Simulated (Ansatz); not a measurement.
# TiAl3: two normal modes frozen in, part 3 of 3

How does the energy of TiAl3 (Pm-3m, No. 221; 8 atoms in the cell) change over two coordinates at once? A grid of runs gives the map.

Ansatz 0.2.0; DFT PBEsol, scalar-relativistic, plane waves, PAW. The steps go on from the part before.

### Step 11. The run at (0.000 Å, −0.146 Å)

input.yaml reads:

```yaml
crystal:
  lattice:
    - [-3.9479576782, 0.0, 0.0]
    - [0.0, 3.9479576782, 3.9479576782]
    - [0.0, 3.9479576782, -3.9479576782]
  atoms:
    - { symbol: Ti, position: [0.0, 0.0, 0.0] }
    - { symbol: Ti, position: [0.0, 0.5, 0.5] }
    - { symbol: Al, position: [0.5, 0.7314587678, 0.7685412322] }
    - { symbol: Al, position: [0.5, 0.2685412322, 0.2314587678] }
    - { symbol: Al, position: [0.5, 0.7314587678, 0.2314587678] }
    - { symbol: Al, position: [0.5, 0.2685412322, 0.7685412322] }
    - { symbol: Al, position: [1.0, 0.5, 0.0] }
    - { symbol: Al, position: [1.0, 0.0, 0.5] }
basis:
  ecutwfc: 520.0
kpoints:
  mp_grid: { grid: [10, 8, 8] }
hamiltonian:
  xc: pbesol
  pseudopotentials: { kind: paw, azcp: { folder: soft_1 } }
scf:
  occupations: { method: gaussian, width: 0.15 }
output:
  forces: true
  stress: true
  eigenvalues: true
  write_density: true
  write_potential: true
  elf: true
  volumetric_format: npy
```

Started as:

```bash
$ ansatz run input.yaml --threads 4 --pin off --max-ram 8192MiB --backend cpu --events-out ev --progress --plain --runs-dir out
```

Log, shortened:

```text
Warning: <dir> the record states the generating functional pbe (its physics header spells it `PBE`), which answers neither for hamiltonian.xc's functional nor for the pbesol family's — results may be inconsistent (PPs are generated against a specific XC)
[...]
Warning: RAYON_NUM_THREADS=4 ignored (pool sized by the plan → 4); use --threads N
[...]
Pseudopotentials: kind: paw
Pseudopotential: Ti, paw, valence charge 12, recommended cutoff 420 eV (normal), <dir>
Pseudopotential: Al, paw, valence charge 3, recommended cutoff 420 eV (normal), <dir>
Functional definition: PBEsol
[...]
  atom   2  Ti    -0.00000000     0.00000000    -0.00000000
  atom   3  Al     0.00000000    -0.00000000     1.35948242
  atom   4  Al     0.00000000    -0.00000000    -1.35948242
  atom   5  Al    -0.00000000     1.35948242     0.00000000
  atom   6  Al     0.00000000    -1.35948242     0.00000000
  atom   7  Al     0.00000000     0.00000000     0.00000000
  atom   8  Al    -0.00000000    -0.00000000     0.00000000
[...]
--- Stress (GPa, compression-positive) ---
        0.649901      -0.000000       0.000000
       -0.000000       1.946867       0.000000
       -0.000000       0.000000       1.946867
  P = ⅓ Tr σ = 1.5145 GPa (15.145 kbar)
--- Band table (eV; the first three rows and the last of 90) ---
[...]
```

Run time: 9.5 s. Hardware: 4 threads of Arm Neoverse V1, shared host; peak memory 0.69 GiB.

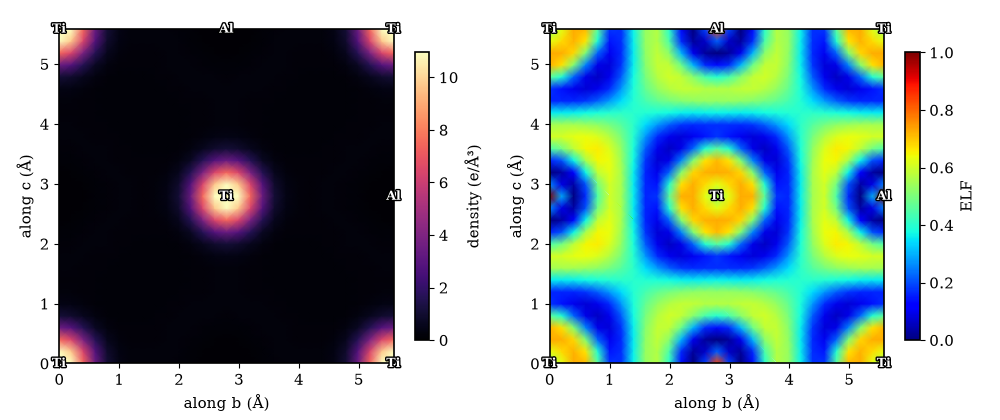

Density (left) and ELF (right) in a lattice plane of the grid's cell (edges 5.58 and 5.58 Å, at 0.000 of the third edge), which holds Ti and Al. Only atoms in the plane are labelled; the density scale stops at 10.95 e/Å³. Both are smooth fields of the valence electrons: close to the nuclei they are not physical.

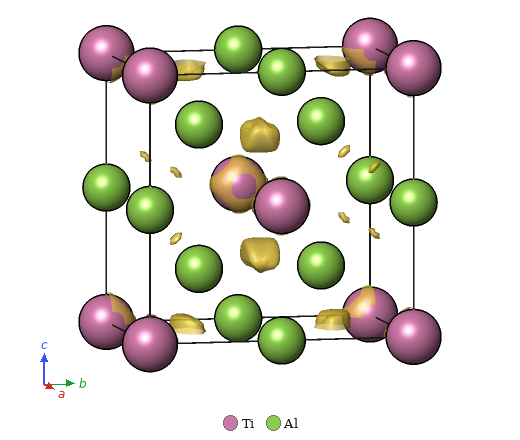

Surface of ELF = 0.70, drawn in one cell.

Outside the cores ELF peaks at 0.76 on the Al–Al line, 1.3 Å from Al.

Energy on the map's scale: 0.39 eV.

### Step 12. Grid point (−0.054 Å, 0.000 Å)

input.yaml reads:

```yaml
crystal:
  lattice:
    - [-3.9479576782, 0.0, 0.0]
    - [0.0, 3.9479576782, 3.9479576782]
    - [0.0, 3.9479576782, -3.9479576782]
  atoms:
    - { symbol: Ti, position: [0.0, -0.00678832, -0.00678832] }
    - { symbol: Ti, position: [0.0, 0.50678832, 0.50678832] }
    - { symbol: Al, position: [0.5, 0.75, 0.75] }
    - { symbol: Al, position: [0.5, 0.25, 0.25] }
    - { symbol: Al, position: [0.5, 0.75, 0.25] }
    - { symbol: Al, position: [0.5, 0.25, 0.75] }
    - { symbol: Al, position: [1.0, 0.4954009883, 0.0045990117] }
    - { symbol: Al, position: [1.0, 0.0045990117, 0.4954009883] }
basis:
  ecutwfc: 520.0
kpoints:
  mp_grid: { grid: [10, 8, 8] }
hamiltonian:
  xc: pbesol
  pseudopotentials: { kind: paw, azcp: { folder: soft_1 } }
scf:
  occupations: { method: gaussian, width: 0.15 }
output:
  forces: true
  stress: true
  eigenvalues: true
```

Started as:

```bash
$ ansatz run input.yaml --threads 4 --pin off --max-ram 8192MiB --backend cpu --events-out ev --progress --plain --runs-dir out
```

Log, shortened:

```text
Warning: <dir> the record states the generating functional pbe (its physics header spells it `PBE`), which answers neither for hamiltonian.xc's functional nor for the pbesol family's — results may be inconsistent (PPs are generated against a specific XC)
[...]
Warning: RAYON_NUM_THREADS=4 ignored (pool sized by the plan → 4); use --threads N
[...]
[... 4 set-up lines as earlier in the session ...]
[...]
  atom   2  Ti     0.00000000    -0.28135131     0.00000000
  atom   3  Al    -0.00000000     0.00000000     0.00000000
  atom   4  Al    -0.00000000     0.00000000     0.00000000
  atom   5  Al     0.00000000     0.00000000     0.00000000
  atom   6  Al     0.00000000     0.00000000    -0.00000000
  atom   7  Al     0.00000000     0.00000000     0.10519751
  atom   8  Al     0.00000000     0.00000000    -0.10519751
[...]
--- Stress (GPa, compression-positive) ---
       -0.028594       0.000000       0.000000
        0.000000       0.314690       0.000000
        0.000000       0.000000       0.049952
  P = ⅓ Tr σ = 0.1120 GPa (1.120 kbar)
--- Band table (eV; the first three rows and the last of 126) ---
[...]
```

It took 9.7 s on 4 threads of Arm Neoverse V1, shared host; peak memory 0.77 GiB.

That is 0.019 eV from the zero.

### Step 13. Point (−0.107 Å, −0.146 Å)

input.yaml reads:

```yaml
crystal:
  lattice:
    - [-3.9479576782, 0.0, 0.0]
    - [0.0, 3.9479576782, 3.9479576782]
    - [0.0, 3.9479576782, -3.9479576782]
  atoms:
    - { symbol: Ti, position: [0.0, -0.01357664, -0.01357664] }
    - { symbol: Ti, position: [0.0, 0.51357664, 0.51357664] }
    - { symbol: Al, position: [0.5, 0.7314587678, 0.7685412322] }
    - { symbol: Al, position: [0.5, 0.2685412322, 0.2314587678] }
    - { symbol: Al, position: [0.5, 0.7314587678, 0.2314587678] }
    - { symbol: Al, position: [0.5, 0.2685412322, 0.7685412322] }
    - { symbol: Al, position: [1.0, 0.4908019765, 0.0091980235] }
    - { symbol: Al, position: [1.0, 0.0091980235, 0.4908019765] }
basis:
  ecutwfc: 520.0
kpoints:
  mp_grid: { grid: [10, 8, 8] }
hamiltonian:
  xc: pbesol
  pseudopotentials: { kind: paw, azcp: { folder: soft_1 } }
scf:
  occupations: { method: gaussian, width: 0.15 }
output:
  forces: true
  stress: true
  eigenvalues: true
```

Started as:

```bash
$ ansatz run input.yaml --threads 4 --pin off --max-ram 8192MiB --backend cpu --events-out ev --progress --plain --runs-dir out
```

Log, shortened:

```text
[...]
SCF converged after 7 iterations
Free energy (F): -8097.676321 eV
[...]
E sigma→0 (E₀):  -8097.651944 eV
Entropy (-TS):   -0.048754 eV (-6.094 meV/atom)
Fermi energy:    10.370364 eV
[...]
--- Forces (eV/Å), atoms counted from 1 ---
  atom   1  Ti     0.00000000     0.56928767     0.06280164
  atom   2  Ti     0.00000000    -0.56928767     0.06280164
  atom   3  Al     0.00000000     0.00000000     1.29194074
[...]
  atom   5  Al     0.00000000     1.36875125    -0.02947852
  atom   6  Al     0.00000000    -1.36875125    -0.02947852
  atom   7  Al     0.00000000     0.00000000     0.25157385
  atom   8  Al     0.00000000     0.00000000    -0.15400031
[...]
--- Stress (GPa, compression-positive) ---
        0.906535       0.000000       0.000000
        0.000000       2.703794       0.000000
        0.000000       0.000000       1.735007
  P = ⅓ Tr σ = 1.7818 GPa (17.818 kbar)
--- Band table (eV; the first three rows and the last of 126) ---
[...]
```

Run time: 15 s. Hardware: 4 threads of Arm Neoverse V1, shared host; peak memory 0.75 GiB.

That is 0.47 eV from the zero.

### Step 14. Grid point (−0.054 Å, −0.146 Å)

Edit input.yaml of step 13 so:

```diff
@@ -6,4 +6,4 @@
   atoms:
-    - { symbol: Ti, position: [0.0, -0.01357664, -0.01357664] }
-    - { symbol: Ti, position: [0.0, 0.51357664, 0.51357664] }
+    - { symbol: Ti, position: [0.0, -0.00678832, -0.00678832] }
+    - { symbol: Ti, position: [0.0, 0.50678832, 0.50678832] }
     - { symbol: Al, position: [0.5, 0.7314587678, 0.7685412322] }
@@ -12,4 +12,4 @@
     - { symbol: Al, position: [0.5, 0.2685412322, 0.7685412322] }
-    - { symbol: Al, position: [1.0, 0.4908019765, 0.0091980235] }
-    - { symbol: Al, position: [1.0, 0.0091980235, 0.4908019765] }
+    - { symbol: Al, position: [1.0, 0.4954009883, 0.0045990117] }
+    - { symbol: Al, position: [1.0, 0.0045990117, 0.4954009883] }
 basis:
```

Started as:

```bash
$ ansatz run input.yaml --threads 4 --pin off --max-ram 8192MiB --backend cpu --events-out ev --progress --plain --runs-dir out
```

Log, shortened:

```text
[...]
SCF converged after 7 iterations
Free energy (F): -8097.733982 eV
[...]
E sigma→0 (E₀):  -8097.709739 eV
Entropy (-TS):   -0.048487 eV (-6.061 meV/atom)
Fermi energy:    10.381589 eV
[...]
--- Forces (eV/Å), atoms counted from 1 ---
  atom   1  Ti     0.00000000     0.28996848     0.03008694
  atom   2  Ti     0.00000000    -0.28996848     0.03008694
  atom   3  Al     0.00000000     0.00000000     1.32261767
[...]
  atom   5  Al     0.00000000     1.36174756    -0.01410708
  atom   6  Al     0.00000000    -1.36174756    -0.01410708
  atom   7  Al     0.00000000     0.00000000     0.13378082
  atom   8  Al     0.00000000     0.00000000    -0.08471215
[...]
--- Stress (GPa, compression-positive) ---
        0.713520       0.000000       0.000000
        0.000000       2.139284       0.000000
        0.000000       0.000000       1.894173
  P = ⅓ Tr σ = 1.5823 GPa (15.823 kbar)
--- Band table (eV; the first three rows and the last of 126) ---
[...]
```

Wall time 15 s (4 threads of Arm Neoverse V1, shared host); peak memory 0.75 GiB.

Energy on the map's scale: 0.41 eV.

### Step 15. Changing settings: accuracy medium, ecutwfc left out

Edit input.yaml of step 14 so:

```diff
@@ -14,4 +14,2 @@
     - { symbol: Al, position: [1.0, 0.0045990117, 0.4954009883] }
-basis:
-  ecutwfc: 520.0
 kpoints:
@@ -25,3 +23,4 @@
   forces: true
+  eigenvalues: true
   stress: true
-  eigenvalues: true
+accuracy: medium
```

Started as:

```bash
$ ansatz run input.yaml --threads 4 --pin off --max-ram 8192MiB --backend cpu --events-out ev --progress --plain --runs-dir out
```

Log, shortened:

```text
Warning: <dir> the record states the generating functional pbe (its physics header spells it `PBE`), which answers neither for hamiltonian.xc's functional nor for the pbesol family's — results may be inconsistent (PPs are generated against a specific XC)
[...]
Warning: RAYON_NUM_THREADS=4 ignored (pool sized by the plan → 4); use --threads N
[...]
[... 4 set-up lines as earlier in the session ...]
[...]
  atom   2  Ti     0.00000000    -0.29025714     0.03012997
  atom   3  Al     0.00000000     0.00000000     1.32248818
  atom   4  Al     0.00000000     0.00000000    -1.40352247
  atom   5  Al     0.00000000     1.36161612    -0.01413195
  atom   6  Al     0.00000000    -1.36161612    -0.01413195
  atom   7  Al     0.00000000     0.00000000     0.13374454
  atom   8  Al     0.00000000     0.00000000    -0.08471548
[...]
--- Stress (GPa, compression-positive) ---
        0.715605       0.000000       0.000000
        0.000000       2.141443       0.000000
        0.000000       0.000000       1.896474
  P = ⅓ Tr σ = 1.5845 GPa (15.845 kbar)
--- Band table (eV; the first three rows and the last of 126) ---
[...]
```

Wall time 11 s (4 threads of Arm Neoverse V1, shared host); peak memory 0.62 GiB.

| run | ending | energy change | pressure (GPa) | gap (eV) | force (eV/Å) | cycles | time |
| --- | --- | --- | --- | --- | --- | --- | --- |
| step 14 | converged | 0 | 1.6 | 0.00 | 1.40 | 7 | 15 s |
| variant | converged | +0.5 meV/atom | 1.6 | 0.00 | 1.40 | 7 | 11 s |

Changing the accuracy level and cutoff leaves the energy as it was (+0.5 meV/atom).

### Step 16. Energy over the grid

36 points were computed, 85 more follow by symmetry. Energies in eV, from the relaxed high-symmetry cell:

```csv
"amplitude of mode 18 (301 cm⁻¹), largest displacement (Å) ↓, amplitude of mode 4 (173 cm⁻¹), largest displacement (Å) →",−0.134,−0.107,−0.080,−0.054,−0.027,0.000,0.027,0.054,0.080,0.107,0.134
0.183,0.74,0.70,0.66,0.64,0.62,0.62,0.62,0.64,0.66,0.70,0.74
0.146,0.51,0.47,0.43,0.41,0.39,0.39,0.39,0.41,0.43,0.47,0.51
0.110,0.33,0.29,0.26,0.24,0.22,0.22,0.22,0.24,0.26,0.29,0.33
0.073,0.21,0.17,0.14,0.12,0.10,0.10,0.10,0.12,0.14,0.17,0.21
0.037,0.14,0.10,0.07,0.04,0.03,0.02,0.03,0.04,0.07,0.10,0.14
0.000,0.12,0.07,0.04,0.02,0.00,0.00,0.00,0.02,0.04,0.07,0.12
−0.037,0.14,0.10,0.07,0.04,0.03,0.02,0.03,0.04,0.07,0.10,0.14
−0.073,0.21,0.17,0.14,0.12,0.10,0.10,0.10,0.12,0.14,0.17,0.21
−0.110,0.33,0.29,0.26,0.24,0.22,0.22,0.22,0.24,0.26,0.29,0.33
−0.146,0.51,0.47,0.43,0.41,0.39,0.39,0.39,0.41,0.43,0.47,0.51
−0.183,0.74,0.70,0.66,0.64,0.62,0.62,0.62,0.64,0.66,0.70,0.74
```

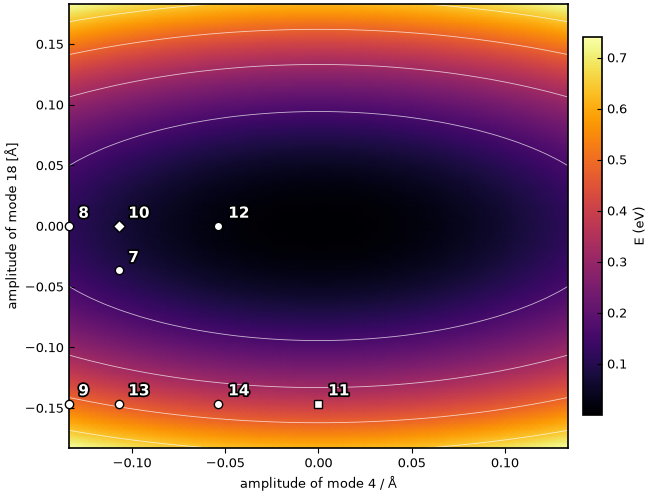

The map; numbers mark the steps of this session that print a point's run. Drawn: a smooth colour map. Between grid points the surface is interpolated.

On the same grid, largest force on an atom (eV/Å):

```tsv
amplitude of mode 18 (301 cm⁻¹), largest displacement (Å) ↓, amplitude of mode 4 (173 cm⁻¹), largest displacement (Å) →	−0.134	−0.107	−0.080	−0.054	−0.027	0.000	0.027	0.054	0.080	0.107	0.134
0.183	1.93	1.89	1.86	1.83	1.80	1.77	1.80	1.83	1.86	1.89	1.93
0.146	1.49	1.46	1.43	1.40	1.38	1.36	1.38	1.40	1.43	1.46	1.49
0.110	1.08	1.06	1.04	1.03	1.01	0.99	1.01	1.03	1.04	1.06	1.08
0.073	0.71	0.70	0.69	0.68	0.67	0.66	0.67	0.68	0.69	0.70	0.71
0.037	0.68	0.55	0.42	0.34	0.33	0.33	0.33	0.34	0.42	0.55	0.68
0.000	0.68	0.55	0.42	0.28	0.14	0.00	0.14	0.28	0.42	0.55	0.68
−0.037	0.68	0.55	0.42	0.34	0.33	0.33	0.33	0.34	0.42	0.55	0.68
−0.073	0.71	0.70	0.69	0.68	0.67	0.66	0.67	0.68	0.69	0.70	0.71
−0.110	1.08	1.06	1.04	1.03	1.01	0.99	1.01	1.03	1.04	1.06	1.08
−0.146	1.49	1.46	1.43	1.40	1.38	1.36	1.38	1.40	1.43	1.46	1.49
−0.183	1.93	1.89	1.86	1.83	1.80	1.77	1.80	1.83	1.86	1.89	1.93
```

### Step 17. Results

What follows sums up all 3 parts. Changes of volume or cell count from the first structure of part 1.

| quantity | value |
| --- | --- |
| relaxed cell | a = 3.948 Å, b = 3.948 Å, c = 3.948 Å, α = 90.00°, β = 90.00°, γ = 90.00° |
| space group (0.01 Å) | Pm-3m (No. 221) |
| volume | 15.38 Å³/atom |
| lowest point | (0.000 Å, 0.000 Å), 0.00 eV |
| highest computed point | (−0.134 Å, −0.183 Å), 0.74 eV above the lowest |
| modes | 24 from 0 to 354 cm⁻¹ |
| largest force on an atom (eV/Å) | 0.00 at (0.000 Å, 0.000 Å) to 1.93 at (−0.134 Å, −0.183 Å); 0.00 at the lowest point |
| time for all points | 8.4 min on 4 threads, shared host |
| step 15, run with accuracy medium, ecutwfc left out (against step 14) | +0.5 meV/atom |

In words: The relaxed volume is 0.6 % smaller than at the start. No mode of this cell is imaginary beyond 10 cm⁻¹; other wave vectors were not probed. The lowest computed point is at (0.000 Å, 0.000 Å), which is the relaxed high-symmetry cell itself. The grid shows no other well, apart from its symmetry copies. The highest computed point, (−0.134 Å, −0.183 Å), lies 0.74 eV above the lowest. Round the minimum the two coordinates are nearly uncoupled. A rigid map gives upper bounds: relaxing the other coordinates can only lower a point.
